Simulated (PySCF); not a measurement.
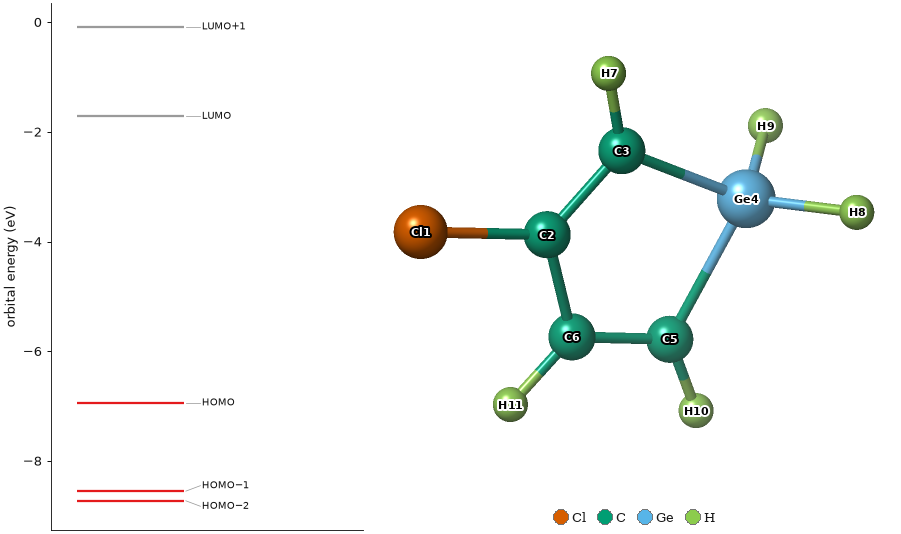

C₄H₅ClGe, SMILES ClC1=[CH][GeH2][CH]=C1, singlet. Kohn-Sham orbital energies near the frontier, PBE0/aug-cc-pVDZ, PySCF, at a PBE0-D3(BJ)/def2-SVP geometry (no frequency check), isolated molecule; empty levels in grey, levels within 0.03 eV side by side.

Where do the frontier orbitals lie?

HOMO at −6.94 eV, LUMO at −1.72 eV, 5.22 eV apart.

On which atoms do HOMO and LUMO mostly sit?

HOMO: C3 31 %, C5 19 %, C2 18 %. LUMO: C5 21 %, C3 19 %, C6 18 % (Löwdin shares).

List the levels with the atoms that carry most of them (a dash for levels above zero or within 0.03 eV of another, where shares mean little).

| orbital | energy (eV) | Löwdin shares |
| --- | --- | --- |
| LUMO+1 | −0.09 | H10 20 %, H9/H8 17 % each |
| LUMO | −1.72 | C5 21 %, C3 19 %, C6 18 % |
| HOMO | −6.94 | C3 31 %, C5 19 %, C2 18 % |
| HOMO−1 | −8.55 | Cl1 30 %, C6 22 %, C5 16 % |
| HOMO−2 | −8.73 | Cl1 51 %, C3 18 %, Ge4 10 % |

Caveats: empty levels above zero depend strongly on the basis.
